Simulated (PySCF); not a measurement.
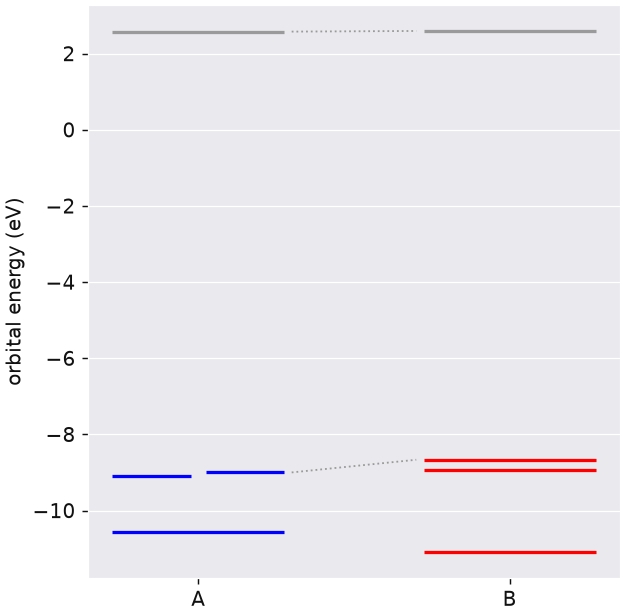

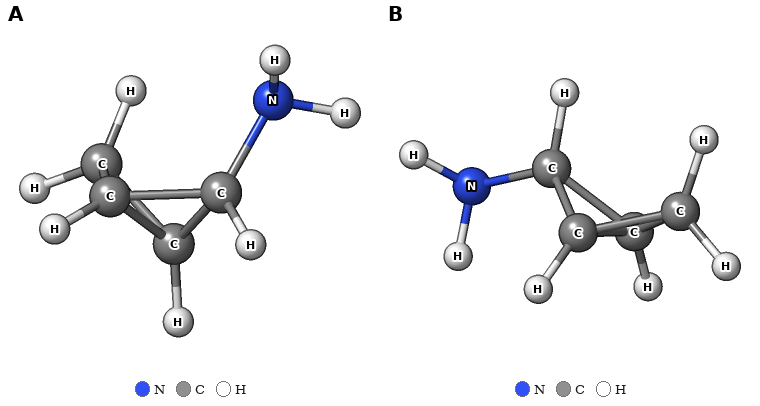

Related molecules: A is C₄H₇N, SMILES N[C@H]1[C@H]2C[C@@H]12; B is C₄H₇N, SMILES N[C@@H]1[C@H]2C[C@@H]12. Frontier orbital energies, ωB97X-D/def2-SVPD with PySCF 2.14.0, at a PBE0-D3(BJ)/def2-SVP geometry (no frequency check); drawn are at most three filled levels and, in grey, the LUMO with any level within 0.03 eV of it; dotted lines join the HOMOs and the LUMOs.

Question: What does the change do to the frontier levels?

Answer: From A to B the HOMO rises by 0.33 eV and the LUMO hardly moves, so the separation goes from 11.58 to 11.26 eV.

Question: Does the ΔSCF ionisation energy follow the HOMO?

Answer: A: −ε(HOMO) 9.00, ΔSCF 9.31 eV; B: −ε(HOMO) 8.67, ΔSCF 9.03 eV.

Caveats, for all or some of the runs: empty levels above zero depend strongly on the basis.
